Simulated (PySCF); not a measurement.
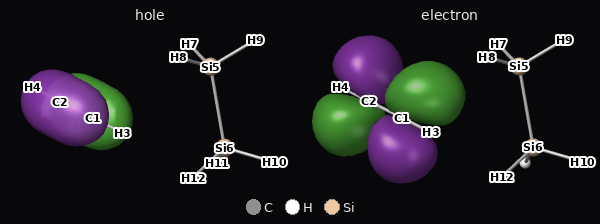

C2H8Si2, SMILES `C#C.[SiH3][SiH3]`. Leading natural transition orbital pair of S₁ (TDA singlet states); the surfaces enclose about 85 % of each orbital's density.

PySCF calculation, ωB97X/def2-SVP, gas phase; geometry: GFN2-xTB. The pair's geometry is semi-empirical, so its contact may be too short or too long. Without diffuse functions Rydberg states are missing, so the states' numbers hold for this basis only.

Coordinates in Å:

```
C1      -2.4819   -0.3483    0.1654
C2      -3.5834    0.0268   -0.1020
H3      -1.5161   -0.6873    0.3994
H4      -4.5505    0.3613   -0.3368
Si5      1.0877    1.2106    0.0049
Si6      1.4107   -1.0755   -0.0325
H7       0.0426    1.6452   -0.9254
H8       0.6890    1.6897    1.3321
H9       2.3067    1.9414   -0.3537
H10      2.8139   -1.4564   -0.2078
H11      0.6628   -1.7324   -1.1110
H12      0.9665   -1.7242    1.2088
```

Q: Where does the state lie, and where do hole and electron sit?

A: 6.91 eV (180 nm), f = 0.000 (dark); the leading pair carries 61 %; hole on C1 and C2 (47 % each), electron on C2 (42 %), C1 (40 %) and H3 and H4 (7 % each) (shares are of the whole state, not of the leading pair alone); their centroids lie 0.1 Å apart. The HOMO–LUMO gap is 12.82 eV.

The PySCF run took 2.1 min on 1 thread of Intel(R) Xeon(R) Platinum 8488C (Sapphire Rapids), with other jobs on the host, peak memory 0.62 GiB.
